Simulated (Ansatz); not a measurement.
# r2SCAN0/6-31G(d) (spherical functions) run of C2H9NSi (SMILES CN(C)[SiH3])

Aim: the electronic atomisation energy of C2H9NSi at r2SCAN0/6-31G* (spherical functions), from 5 runs. 

The calculation is run with Ansatz 0.2.0.

64 further runs of the same task are left out: 64 set aside as unsound or not needed.

### Step 1. The molecule

C2H9NSi: 13 atoms, total charge 0, spin state singlet. SMILES: `CN(C)[SiH3]`. The coordinates come from a PBE0-D4/def2-TZVP relaxation.

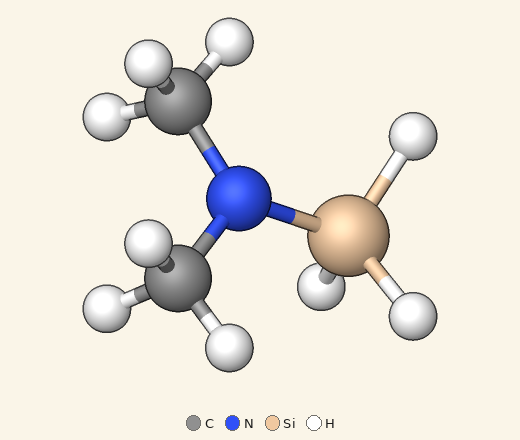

Viewed from a chosen angle; carbon grey, nitrogen blue, silicon light orange, hydrogen white.

### Step 2. The energy at r2SCAN0/6-31G(d) (spherical functions)

Input file run.yaml:

```yaml
crystal:
  periodic: [false, false, false]
  atoms:
    - symbol: C
      position_ang: [-0.853400, 1.051500, -0.567400]
    - symbol: "N"
      position_ang: [-0.064300, 0.101400, 0.176900]
    - symbol: C
      position_ang: [1.257300, 0.576800, 0.503700]
    - symbol: Si
      position_ang: [-0.404400, -1.580400, 0.101900]
    - symbol: H
      position_ang: [-0.416100, 1.292500, -1.548500]
    - symbol: H
      position_ang: [-0.947500, 1.991500, -0.009400]
    - symbol: H
      position_ang: [-1.860700, 0.663700, -0.735400]
    - symbol: H
      position_ang: [1.197400, 1.509100, 1.079000]
    - symbol: H
      position_ang: [1.870100, 0.778300, -0.388400]
    - symbol: H
      position_ang: [1.787100, -0.156700, 1.115700]
    - symbol: H
      position_ang: [0.068700, -2.275300, -1.137100]
    - symbol: H
      position_ang: [-1.879700, -1.752300, 0.167000]
    - symbol: H
      position_ang: [0.265600, -2.234700, 1.256700]
basis:
  gaussian: {orbitals: 6-31G_st_-spherical.json}
hamiltonian: {xc: {name: r2SCAN0}}
accuracy: high
output: {orbitals: {seedname: orbitals}}
```

The basis set 6-31G* is read from a file made from the Basis Set Exchange's data (not shown).

On the command line:

```console
ansatz run run.yaml --threads 1 --pin off --max-ram 3480MiB --events-out events.jsonl --progress --plain --runs-dir runs
```

What it wrote:

```text
Warning: RAYON_NUM_THREADS=1 ignored (pool sized by the plan → 1); use --threads N
Functional definition: r2SCAN0
  name "r2SCAN0"
  parameter a = 0.25
  parameter k0 = 0.174
  parameter k1 = 0.065
  parameter a1 = 4.9479
  exchange = (1 - a)*r2scan_x(k0 = k0, k1 = k1, a1 = a1) + a*exact_x
  correlation = r2scan_c
1974 factors; integrals over basis functions are off by at most 4.0e-9 eV
mean field evaluation 1: about -11579.5191 eV, gradient 4.4e1 eV
mean field evaluation 2: about -11576.4181 eV, gradient 5.7e1 eV
mean field evaluation 4: about -11583.9301 eV, gradient 1.9e0 eV
mean field evaluation 8: about -11584.2688 eV, gradient 1.2e-1 eV
mean field evaluation 16: about -11584.2689 eV, gradient 6.6e-6 eV
mean field -11584.26886142 eV, -425.7140285578 hartree, gradient 6.6e-8 eV, S^2 0.000000; 0 other end points of the search recorded, 0 dependent functions left out
reference -11584.26886203 eV, -425.7140285800 hartree; 21, 21 occupied and 57, 57 virtual orbitals, 1974 factors
Total energy: -11584.26886203 eV, -425.7140285800 hartree
```

Run time: 7.5 s. Hardware: 1 thread of Intel Xeon 6975P-C (Granite Rapids), shared host; peak memory 0.35 GiB.

### Step 3. The C atom, same level

Input file in.yaml:

```yaml
crystal:
  periodic: [false, false, false]
  atoms:
    - symbol: C
      position_ang: [0.000000, 0.000000, 0.000000]
basis:
  gaussian:
    orbitals: 6-31G_st_-spherical.json
magnetization:
  spin_polarized: true
  initial_magnetization: 2
hamiltonian:
  xc: {name: r2SCAN0}
accuracy: high
```

The basis set 6-31G* is read from a file made from the Basis Set Exchange's data (not shown).

On the command line:

```console
ansatz run in.yaml --threads 1 --pin off --max-ram 3480MiB --events-out events.jsonl --progress --plain --runs-dir runs
```

What it wrote (excerpt; [...] marks lines left out):

```text
Warning: RAYON_NUM_THREADS=1 ignored (pool sized by the plan → 1); use --threads N
[... 8 set-up lines as earlier in the session ...]
96 factors; integrals over basis functions are off by at most 1.1e-9 eV
mean field evaluation 1: about -1029.0863 eV, gradient 4.0e0 eV
mean field evaluation 2: about -1029.1649 eV, gradient 6.9e-1 eV
mean field evaluation 4: about -1029.1663 eV, gradient 1.3e-1 eV
mean field evaluation 8: about -1029.1664 eV, gradient 6.6e-5 eV
mean field evaluation 16: about -1029.1664 eV, gradient 1.1e-8 eV
mean field -1029.16642513 eV, -37.8211685295 hartree, gradient 1.1e-8 eV, S^2 2.003594; 0 other end points of the search recorded, 0 dependent functions left out
reference -1029.16642556 eV, -37.8211685452 hartree; 4, 2 occupied and 10, 12 virtual orbitals, 96 factors
Total energy: -1029.16642556 eV, -37.8211685452 hartree
```

Wall time 0.4 s (1 thread of Intel Xeon 6975P-C (Granite Rapids), shared host).

### Step 4. The H atom

Input file job.yaml:

```yaml
basis:
  gaussian: {orbitals: "6-31G*"}
crystal:
  periodic: [false, false, false]
  atoms:
    - {symbol: H, position_ang: [0.000000, 0.000000, 0.000000]}
accuracy: high
hamiltonian: {xc: {name: r2SCAN0}}
magnetization: {spin_polarized: true, initial_magnetization: 1}
```

Run the same way, it converges to -0.49823 Eh (log not shown).

### Step 5. The N atom, same level

Input file molecule.yaml:

```yaml
crystal:
  periodic: [false, false, false]
  atoms:
    - symbol: "N"
      position_ang: [0.000000, 0.000000, 0.000000]
basis:
  gaussian: {orbitals: 6-31G_st_-spherical.json}
magnetization: {spin_polarized: true, initial_magnetization: 3}
hamiltonian: {xc: {name: r2SCAN0}}
accuracy: high
```

The basis set 6-31G* is read from a file made from the Basis Set Exchange's data (not shown).

On the command line:

```console
ansatz run molecule.yaml --threads 1 --pin off --max-ram 3480MiB --events-out events.jsonl --progress --plain --runs-dir runs
```

What it wrote (excerpt; [...] marks lines left out):

```text
Warning: RAYON_NUM_THREADS=1 ignored (pool sized by the plan → 1); use --threads N
[... 8 set-up lines as earlier in the session ...]
96 factors; integrals over basis functions are off by at most 1.9e-9 eV
mean field evaluation 1: about -1484.6549 eV, gradient 3.6e0 eV
mean field evaluation 2: about -1484.7057 eV, gradient 1.4e0 eV
mean field evaluation 4: about -1484.7122 eV, gradient 1.0e-1 eV
mean field evaluation 8: about -1484.7122 eV, gradient 7.3e-7 eV
mean field -1484.71222728 eV, -54.5621679786 hartree, gradient 4.3e-8 eV, S^2 3.753352; 0 other end points of the search recorded, 0 dependent functions left out
reference -1484.71222756 eV, -54.5621679886 hartree; 5, 2 occupied and 9, 12 virtual orbitals, 96 factors
Total energy: -1484.71222756 eV, -54.5621679886 hartree
```

Wall time 0.36 s (1 thread of Intel Xeon 6975P-C (Granite Rapids), shared host).

### Step 6. The Si atom

Input file input.yaml:

```yaml
crystal:
  periodic: [false, false, false]
  atoms:
    - symbol: Si
      position_ang: [0.000000, 0.000000, 0.000000]
basis:
  gaussian:
    orbitals: 6-31G_st_-spherical.json
magnetization:
  spin_polarized: true
  initial_magnetization: 2
hamiltonian:
  xc: {name: r2SCAN0}
accuracy: high
```

The basis set 6-31G* is read from a file made from the Basis Set Exchange's data (not shown).

Run the same way, it converges to -289.31941 Eh (log not shown).

### Step 7. What came out

At r2SCAN0/6-31G* (spherical functions):

| quantity | value |
| --- | --- |
| molecule: total energy | -425.71403 Eh |
| molecule: HOMO energy | -6.37 eV |
| molecule: LUMO energy | 1.35 eV |
| molecule: HOMO–LUMO gap | 7.72 eV |
| C atom: total energy | -37.82117 Eh |
| C atom: ⟨S²⟩ | 2.004 |
| H atom: total energy | -0.49823 Eh |
| H atom: ⟨S²⟩ | 0.750 |
| N atom: total energy | -54.56217 Eh |
| N atom: ⟨S²⟩ | 3.753 |
| Si atom: total energy | -289.31941 Eh |
| Si atom: ⟨S²⟩ | 2.004 |
| electronic atomisation energy | 46.425 eV |

In words: Taking the molecule apart into free atoms costs 46.42 eV (4479 kJ/mol), before zero-point energy and without spin-orbit coupling.
